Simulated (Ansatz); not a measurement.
Nudged elastic band, with input and output: CH₅ClGe

System: CH₅ClGe.
Method: RHF/def2-SVP (Ansatz 0.2.0).

It belongs to a series of runs on one base structure; here: band between the two ends. Figures and captions count atoms from 1; the log counts them from 0 in places.

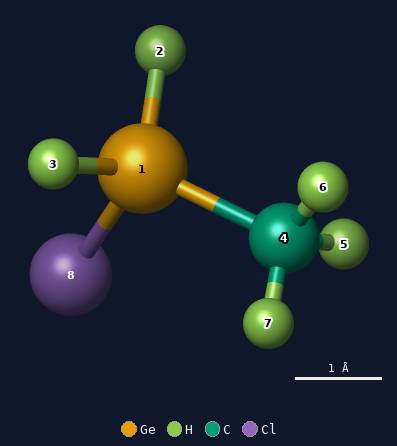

*The starting structure (ball-and-stick view, seen at a tilt; atoms are numbered from 1 in the order of the input). Sticks mark near contacts.*

Bond lengths as drawn: Cl–Ge 2.18 Å, C–Ge 1.95 Å, C–H 1.09 Å and Ge–H 1.53 Å.

Results in brief:

| quantity | value |
| --- | --- |
| outcome | converged |
| barrier, forward | 3.463 eV |
| barrier, backward | 1.962 eV |
| hardware | 1 thread of Intel Xeon (Sapphire Rapids), 32 GiB of memory available, shared host |
| wall time | 3.2 min |
| peak memory | 0.19 GiB |

Notes:

The order of the saddle point was not checked.

Input file:
```yaml
crystal:
  periodic: [false, false, false]
  atoms:
    - { symbol: Ge, position_ang: [0.189424, 0.06386, 0.164428] }
    - { symbol: H, position_ang: [-0.039581, -0.118717, 1.665328] }
    - { symbol: H, position_ang: [1.683896, 0.147933, -0.148769] }
    - { symbol: C, position_ang: [-0.809394, 1.569336, -0.562397] }
    - { symbol: H, position_ang: [-1.874356, 1.445712, -0.365891] }
    - { symbol: H, position_ang: [-0.473489, 2.500007, -0.101356] }
    - { symbol: H, position_ang: [-0.659028, 1.638309, -1.6398] }
    - { symbol: Cl, position_ang: [-0.543772, -1.752738, -0.796943] }
basis:
  gaussian: { orbitals: def2-SVP }
hamiltonian:
  xc: hf
neb:
  order_check: false
  images: 9
  f_tol: 0.05
  max_iterations: 60
  final_atoms:
    - { symbol: Ge, position_ang: [-1.47202468, -0.11734519, 0.43977925] }
    - { symbol: H, position_ang: [2.21227489, -0.03861472, 1.45607471] }
    - { symbol: H, position_ang: [2.38863433, 0.25885371, 0.79335521] }
    - { symbol: C, position_ang: [-1.11749584, 1.50983812, -0.64356382] }
    - { symbol: H, position_ang: [-1.9267523, 1.64403825, -1.36904046] }
    - { symbol: H, position_ang: [-1.05585921, 2.40019566, -0.01414295] }
    - { symbol: H, position_ang: [-0.18900219, 1.40029021, -1.21044277] }
    - { symbol: Cl, position_ang: [-1.366075, -1.56355405, -1.23741918] }
  initial_path:
    images:
      - { positions_ang: [[0.189424, 0.06386, 0.164428], [-0.039581, -0.118717, 1.665328], [1.683896, 0.147933, -0.148769], [-0.809394, 1.569336, -0.562397], [-1.874356, 1.445712, -0.365891], [-0.473489, 2.500007, -0.101356], [-0.659028, 1.638309, -1.6398], [-0.543772, -1.752738, -0.796943]] }
      - { positions_ang: [[0.15139535, 0.05118136, 0.13203006], [0.18559135, -0.09369689, 1.60702479], [1.67974521, 0.11802918, -0.01004866], [-0.83216953, 1.57517161, -0.58081301], [-1.89521244, 1.42596768, -0.47049039], [-0.55798521, 2.47772598, -0.05615729], [-0.61095029, 1.70400357, -1.6262347], [-0.64671443, -1.7646805, -0.7807108]] }
      - { positions_ang: [[0.1133667, 0.03850271, 0.09963212], [0.41076369, -0.06867678, 1.54872159], [1.67559441, 0.08812537, 0.12867167], [-0.85494507, 1.58100723, -0.59922903], [-1.91606887, 1.40622337, -0.57508978], [-0.64248141, 2.45544495, -0.01095858], [-0.56287259, 1.76969815, -1.6126694], [-0.74965686, -1.77662301, -0.76447859]] }
      - { positions_ang: [[0.07533805, 0.02582407, 0.06723417], [0.63593604, -0.04365667, 1.49041838], [1.67144362, 0.05822155, 0.26739201], [-0.8777206, 1.58684284, -0.61764504], [-1.93692531, 1.38647905, -0.67968917], [-0.72697762, 2.43316393, 0.03424013], [-0.51479488, 1.83539272, -1.5991041], [-0.85259929, -1.78856551, -0.74824639]] }
      - { positions_ang: [[0.0373094, 0.01314543, 0.03483623], [0.86110839, -0.01863656, 1.43211517], [1.66729283, 0.02831774, 0.40611234], [-0.90049614, 1.59267846, -0.63606105], [-1.95778175, 1.36673474, -0.78428856], [-0.81147382, 2.41088291, 0.07943885], [-0.46671718, 1.9010873, -1.5855388], [-0.95554173, -1.80050801, -0.73201418]] }
      - { positions_ang: [[-0.00071925, 0.00046678, 0.00243829], [1.08628073, 0.00638355, 1.37381197], [1.66314203, -0.00158608, 0.54483268], [-0.92327167, 1.59851407, -0.65447707], [-1.97863819, 1.34699042, -0.88888795], [-0.89597003, 2.38860189, 0.12463756], [-0.41863947, 1.96678187, -1.57197349], [-1.05848416, -1.81245052, -0.71578198]] }
      - { positions_ang: [[-0.29498034, -0.02309561, 0.08990648], [1.31147956, -0.0026161, 1.39026452], [1.80824049, 0.05050188, 0.59453718], [-0.96211651, 1.58077888, -0.65229442], [-1.96826101, 1.40639999, -0.98491845], [-0.92794786, 2.39092064, 0.09688146], [-0.37271202, 1.85348354, -1.49966735], [-1.12000233, -1.76267122, -0.82010942]] }
      - { positions_ang: [[-0.58924142, -0.04665801, 0.17737467], [1.5366784, -0.01161575, 1.40671706], [1.95333895, 0.10258984, 0.64424169], [-1.00096134, 1.56304369, -0.65011177], [-1.95788383, 1.46580956, -1.08094895], [-0.9599257, 2.3932394, 0.06912536], [-0.32678456, 1.74018521, -1.4273612], [-1.1815205, -1.71289193, -0.92443686]] }
      - { positions_ang: [[-0.88350251, -0.0702204, 0.26484286], [1.76187723, -0.02061541, 1.42316961], [2.09843741, 0.1546778, 0.6939462], [-1.03980617, 1.5453085, -0.64792912], [-1.94750665, 1.52521912, -1.17697945], [-0.99190354, 2.39555815, 0.04136925], [-0.2808571, 1.62688688, -1.35505506], [-1.24303866, -1.66311264, -1.0287643]] }
      - { positions_ang: [[-1.17776359, -0.0937828, 0.35231105], [1.98707606, -0.02961506, 1.43962216], [2.24353587, 0.20676576, 0.74365071], [-1.07865101, 1.52757331, -0.64574647], [-1.93712948, 1.58462869, -1.27300995], [-1.02388138, 2.39787691, 0.01361315], [-0.23492965, 1.51358854, -1.28274891], [-1.30455683, -1.61333335, -1.13309174]] }
      - { positions_ang: [[-1.47202468, -0.11734519, 0.43977925], [2.21227489, -0.03861472, 1.45607471], [2.38863433, 0.25885371, 0.79335521], [-1.11749584, 1.50983812, -0.64356382], [-1.9267523, 1.64403825, -1.36904046], [-1.05585921, 2.40019566, -0.01414295], [-0.18900219, 1.40029021, -1.21044277], [-1.366075, -1.56355405, -1.23741918]] }
```

Run as:
```bash
ansatz run input.yaml --threads 1 --pin off --max-ram 2048MiB --backend cpu --events-out ev --progress --plain --runs-dir out
```

What the program printed:
```
Engine: ansatz 0.2.0, x86_64-unknown-linux-gnu
Functional definition: HF
  exchange = exact_x
  correlation = 0
942 factors; integrals over basis functions are off by at most 3.8e-4 eV
mean field evaluation 1: about -70074.6959 eV, gradient 2.3e1 eV
mean field evaluation 2: about -70074.7262 eV, gradient 2.3e1 eV
mean field evaluation 4: about -70076.2819 eV, gradient 2.4e0 eV
mean field evaluation 8: about -70076.3004 eV, gradient 5.4e-5 eV
mean field -70076.30041853 eV, -2575.2565409585 hartree, gradient 1.7e-5 eV, S^2 0.000000; 0 other end points of the search recorded, 0 dependent functions left out
the calculation of the forces begins
reference -70076.30041853 eV, -2575.2565409585 hartree; 30, 30 occupied and 59, 59 virtual orbitals, 942 factors
935 factors; integrals over basis functions are off by at most 5.4e-4 eV
mean field evaluation 16: about -70074.7951 eV, gradient 8.0e-1 eV
mean field -70074.79918260 eV, -2575.2013715557 hartree, gradient 2.3e-5 eV, S^2 0.000000; 0 other end points of the search recorded, 0 dependent functions left out
[... from here on the field's lines of each further geometry are left out, up to the last ...]
NEB iter   1: max|band force component| = 4.258e0 eV/Å  barrier→ = 4.9997 eV  barrier← = 3.4984 eV  Δτ_max = 0.2000 Å  (384 SCF iters)
NEB iter   2: max|band force component| = 2.557e0 eV/Å  barrier→ = 4.3859 eV  barrier← = 2.8847 eV  Δτ_max = 0.2000 Å  (310 SCF iters)
NEB iter   3: max|band force component| = 1.163e0 eV/Å  barrier→ = 3.7944 eV  barrier← = 2.2931 eV  Δτ_max = 0.2000 Å  (303 SCF iters)
NEB iter   4: max|band force component| = 1.150e0 eV/Å  barrier→ = 3.6522 eV  barrier← = 2.1510 eV  Δτ_max = 0.2000 Å  (304 SCF iters)
NEB iter   5: max|band force component| = 6.681e-1 eV/Å  barrier→ = 3.0212 eV  barrier← = 1.5199 eV  Δτ_max = 0.1956 Å  (299 SCF iters)
NEB iter   6: max|band force component| = 1.159e0 eV/Å  barrier→ = 3.5299 eV  barrier← = 2.0287 eV  Δτ_max = 0.0981 Å  (304 SCF iters)
NEB iter   7: max|band force component| = 8.852e-1 eV/Å  barrier→ = 3.5201 eV  barrier← = 2.0189 eV  Δτ_max = 0.0965 Å  (313 SCF iters)
NEB iter   8: max|band force component| = 1.615e0 eV/Å  barrier→ = 3.3527 eV  barrier← = 1.8515 eV  CI = image 4  Δτ_max = 0.0929 Å  (314 SCF iters)
NEB iter   9: max|band force component| = 2.253e-1 eV/Å  barrier→ = 3.4764 eV  barrier← = 1.9752 eV  CI = image 4  Δτ_max = 0.0753 Å  (310 SCF iters)
NEB iter  10: max|band force component| = 1.308e-1 eV/Å  barrier→ = 3.4701 eV  barrier← = 1.9689 eV  CI = image 4  Δτ_max = 0.1075 Å  (314 SCF iters)
NEB iter  11: max|band force component| = 1.389e-1 eV/Å  barrier→ = 3.4666 eV  barrier← = 1.9654 eV  CI = image 4  Δτ_max = 0.0512 Å  (323 SCF iters)
NEB iter  12: max|band force component| = 9.072e-2 eV/Å  barrier→ = 3.4644 eV  barrier← = 1.9631 eV  CI = image 4  Δτ_max = 0.0540 Å  (316 SCF iters)
NEB iter  13: max|band force component| = 6.106e-2 eV/Å  barrier→ = 3.4637 eV  barrier← = 1.9625 eV  CI = image 4  Δτ_max = 0.0539 Å  (312 SCF iters)
the calculation of the forces begins
reference -70074.79875181 eV, -2575.2013557243 hartree; 30, 30 occupied and 59, 59 virtual orbitals, 935 factors
944 factors; integrals over basis functions are off by at most 1.2e-3 eV
mean field -70072.83689579 eV, -2575.1292588455 hartree, gradient 2.0e-5 eV, S^2 0.000000; 1 other end points of the search recorded, 0 dependent functions left out
the calculation of the forces begins
reference -70072.83689579 eV, -2575.1292588455 hartree; 30, 30 occupied and 59, 59 virtual orbitals, 944 factors
NEB iter  14: max|band force component| = 4.103e-2 eV/Å  barrier→ = 3.4635 eV  barrier← = 1.9623 eV  CI = image 4  Δτ_max = 0.0000 Å  (635 SCF iters)
```

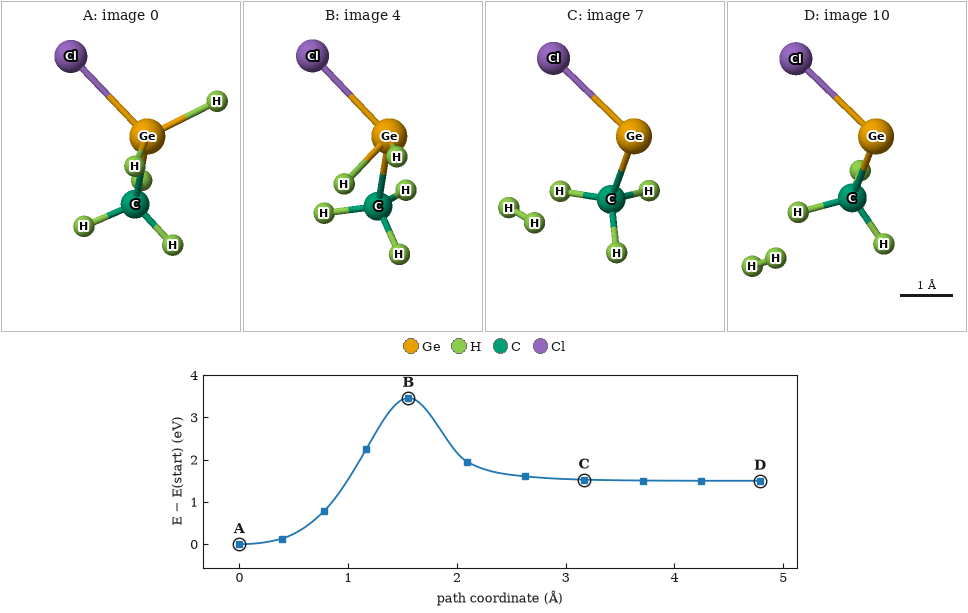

*Images of the last band (counted from 0; ball-and-stick, seen at a tilt) above the energy along the path; the line is a cubic interpolation that uses the forces.*

The highest image is number 4, 3.464 eV above the start and 1.962 eV above the end (the climbing image); the end lies 1.501 eV above the start. The path is 4.79 Å long. The band converged in 14 iterations.

```
Total energy: -70072.83689579 eV, -2575.1292588455 hartree
Atom 0 at    -0.394870    -0.053254     0.415993 Å, force     0.020246    -0.003108    -0.005025 eV/Å
Atom 1 at     0.863322    -0.072197     1.326903 Å, force     0.001346     0.011216     0.017695 eV/Å
Atom 2 at     1.313268     0.265517     0.268807 Å, force    -0.008556    -0.018681    -0.004662 eV/Å
Atom 3 at    -0.890038     1.559813    -0.590438 Å, force    -0.025131     0.015101     0.011608 eV/Å
Atom 4 at    -1.975144     1.650289    -0.594337 Å, force     0.007441    -0.002957     0.000183 eV/Å
Atom 5 at    -0.465763     2.431074    -0.091352 Å, force    -0.000358    -0.003745    -0.011776 eV/Å
Atom 6 at    -0.527938     1.506961    -1.614086 Å, force     0.006013    -0.000960    -0.000445 eV/Å
Atom 7 at    -0.449138    -1.794501    -0.906890 Å, force    -0.001001     0.003134    -0.007578 eV/Å
Dipole moment:    -0.012217     0.536424     0.185588 e Å
this run last wrote the band of iteration 14 to [file]
```

The last band as extended XYZ (Å, eV, eV/Å):
```
8
Properties=species:S:1:pos:R:3:forces:R:3 image=0 energy=-70076.30042
Ge    0.1894    0.0639    0.1644   -0.0021  -0.0082  -0.0006
H    -0.0396   -0.1187    1.6653    0.0022   0.0010  -0.0023
H     1.6839    0.1479   -0.1488   -0.0037  -0.0015   0.0008
C    -0.8094    1.5693   -0.5624    0.0050   0.0006   0.0025
H    -1.8744    1.4457   -0.3659   -0.0051   0.0003   0.0000
H    -0.4735    2.5000   -0.1014   -0.0003   0.0044   0.0007
H    -0.6590    1.6383   -1.6398   -0.0002  -0.0012  -0.0028
Cl   -0.5438   -1.7527   -0.7969    0.0043   0.0046   0.0018
8
Properties=species:S:1:pos:R:3:forces:R:3 image=1 energy=-70076.16927
Ge    0.1085    0.0465    0.2097    0.2800   0.0708  -0.0805
H     0.1717   -0.1964    1.7147   -0.5604   0.0080   0.0932
H     1.5687    0.2577   -0.1497    0.2990  -0.0532  -0.2976
C    -0.8551    1.5618   -0.5572    0.0920  -0.0182   0.0120
H    -1.9442    1.5609   -0.5198    0.0633  -0.2032   0.1722
H    -0.4782    2.4731   -0.0903   -0.0534   0.0588  -0.0028
H    -0.5468    1.5674   -1.6046   -0.0872   0.0991  -0.0120
Cl   -0.5511   -1.7773   -0.7881   -0.0333   0.0379   0.1153
8
Properties=species:S:1:pos:R:3:forces:R:3 image=2 energy=-70075.52066
Ge   -0.0208    0.0233    0.2516    1.2593   0.2562  -0.4754
H     0.4401   -0.1823    1.6772   -1.5312  -0.3272   0.9625
H     1.4380    0.2963   -0.0147    0.7352   0.1363  -1.1344
C    -0.8964    1.5602   -0.5733    0.0074  -0.0543   0.1219
H    -1.9799    1.6390   -0.5998   -0.0430  -0.1865   0.1862
H    -0.4687    2.4456   -0.1009   -0.0969   0.0702  -0.0140
H    -0.5191    1.5115   -1.5983   -0.1356   0.0816   0.0594
Cl   -0.5194   -1.7999   -0.8272   -0.1953   0.0237   0.2938
8
Properties=species:S:1:pos:R:3:forces:R:3 image=3 energy=-70074.05400
Ge   -0.1917   -0.0099    0.3193    2.5420   0.5031  -1.1839
H     0.6818   -0.1306    1.5301   -1.8912  -0.7027   2.2307
H     1.3383    0.2866    0.1321    0.3606   0.2971  -1.8348
C    -0.9054    1.5631   -0.5842   -0.2953   0.0135   0.2003
H    -1.9837    1.6563   -0.6107   -0.1996   0.0080   0.0605
H    -0.4650    2.4341   -0.0989   -0.0671   0.0181   0.0007
H    -0.5180    1.4985   -1.6043   -0.0991  -0.0471   0.1829
Cl   -0.4825   -1.8044   -0.8688   -0.3504  -0.0900   0.3436
8
Properties=species:S:1:pos:R:3:forces:R:3 image=4 energy=-70072.83690
Ge   -0.3949   -0.0533    0.4160    0.0202  -0.0031  -0.0050
H     0.8633   -0.0722    1.3269    0.0013   0.0112   0.0177
H     1.3133    0.2655    0.2688   -0.0086  -0.0187  -0.0047
C    -0.8900    1.5598   -0.5904   -0.0251   0.0151   0.0116
H    -1.9751    1.6503   -0.5943    0.0074  -0.0030   0.0002
H    -0.4658    2.4311   -0.0914   -0.0004  -0.0037  -0.0118
H    -0.5279    1.5070   -1.6141    0.0060  -0.0010  -0.0004
Cl   -0.4491   -1.7945   -0.9069   -0.0010   0.0031  -0.0076
8
Properties=species:S:1:pos:R:3:forces:R:3 image=5 energy=-70074.34511
Ge   -0.7399   -0.1114    0.5245   -1.1070  -0.2033   0.3400
H     1.1334    0.0136    1.1321    0.8004   0.2784  -0.5639
H     1.3701    0.2313    0.4253    0.1566  -0.1087   0.5595
C    -0.8902    1.5312   -0.5919   -0.0035  -0.0501  -0.0289
H    -1.9760    1.6800   -0.6112    0.0254   0.0895  -0.1227
H    -0.4627    2.4002   -0.0812    0.0080  -0.1038   0.0037
H    -0.5278    1.4886   -1.6172    0.0554  -0.0677  -0.0229
Cl   -0.4332   -1.7399   -0.9658    0.0648   0.1657  -0.1648
8
Properties=species:S:1:pos:R:3:forces:R:3 image=6 energy=-70074.69539
Ge   -1.0413   -0.1531    0.5172   -0.1416  -0.0263  -0.0071
H     1.3947    0.1049    1.2011    0.1416   0.0466   0.0417
H     1.5593    0.2133    0.4807    0.0983  -0.0016   0.0133
C    -0.9558    1.4991   -0.5940   -0.0334  -0.0200   0.0049
H    -2.0016    1.7896   -0.7438   -0.0232   0.0578  -0.0593
H    -0.4761    2.3134   -0.0430   -0.0168  -0.0387   0.0175
H    -0.4847    1.3855   -1.5699    0.0166  -0.0511   0.0294
Cl   -0.5209   -1.6591   -1.0337   -0.0416   0.0332  -0.0404
8
Properties=species:S:1:pos:R:3:forces:R:3 image=7 energy=-70074.77252
Ge   -1.2608   -0.1578    0.4711   -0.0240  -0.0058  -0.0033
H     1.6560    0.2351    1.2753    0.0352   0.0203   0.0130
H     1.7761    0.0827    0.5544    0.0289  -0.0187   0.0041
C    -1.0149    1.4959   -0.6068   -0.0176   0.0031  -0.0054
H    -2.0139    1.8338   -0.9069   -0.0023   0.0062  -0.0154
H    -0.5803    2.2874    0.0098   -0.0121  -0.0024   0.0071
H    -0.4146    1.3522   -1.5044    0.0083  -0.0040   0.0086
Cl   -0.6738   -1.6355   -1.0777   -0.0164   0.0014  -0.0087
8
Properties=species:S:1:pos:R:3:forces:R:3 image=8 energy=-70074.79332
Ge   -1.3909   -0.1304    0.4619   -0.0092  -0.0001   0.0103
H     1.8755    0.2738    1.2792    0.0105   0.0024  -0.0098
H     1.9445   -0.0452    0.6071    0.0057  -0.0099   0.0118
C    -1.0532    1.5121   -0.6049    0.0079  -0.0162   0.0108
H    -1.9844    1.7678   -1.1236   -0.0111  -0.0006  -0.0105
H    -0.7984    2.3485    0.0500   -0.0128   0.0158   0.0006
H    -0.2758    1.3753   -1.3560    0.0128   0.0111  -0.0067
Cl   -0.8436   -1.6081   -1.0992   -0.0039  -0.0026  -0.0065
8
Properties=species:S:1:pos:R:3:forces:R:3 image=9 energy=-70074.79875
Ge   -1.4420   -0.1174    0.4650    0.0036   0.0172   0.0036
H     2.0326    0.1639    1.3683    0.0025   0.0047   0.0012
H     2.1568    0.0461    0.6411    0.0027  -0.0091  -0.0001
C    -1.0806    1.5149   -0.6102   -0.0120  -0.0183   0.0067
H    -1.9178    1.6666   -1.3001    0.0013  -0.0008  -0.0042
H    -0.9939    2.3966    0.0278   -0.0025   0.0070   0.0007
H    -0.1769    1.4046   -1.2126    0.0050   0.0066   0.0013
Cl   -1.1045   -1.5816   -1.1647   -0.0006  -0.0071  -0.0093
8
Properties=species:S:1:pos:R:3:forces:R:3 image=10 energy=-70074.79918
Ge   -1.4720   -0.1173    0.4398    0.0056  -0.0002  -0.0059
H     2.2123   -0.0386    1.4561    0.0035   0.0073  -0.0129
H     2.3886    0.2589    0.7934   -0.0026  -0.0074   0.0138
C    -1.1175    1.5098   -0.6436   -0.0155   0.0161  -0.0121
H    -1.9268    1.6440   -1.3690    0.0184  -0.0048   0.0127
H    -1.0559    2.4002   -0.0141    0.0035  -0.0084  -0.0067
H    -0.1890    1.4003   -1.2104   -0.0106  -0.0002   0.0103
Cl   -1.3661   -1.5636   -1.2374   -0.0023  -0.0025   0.0009
```
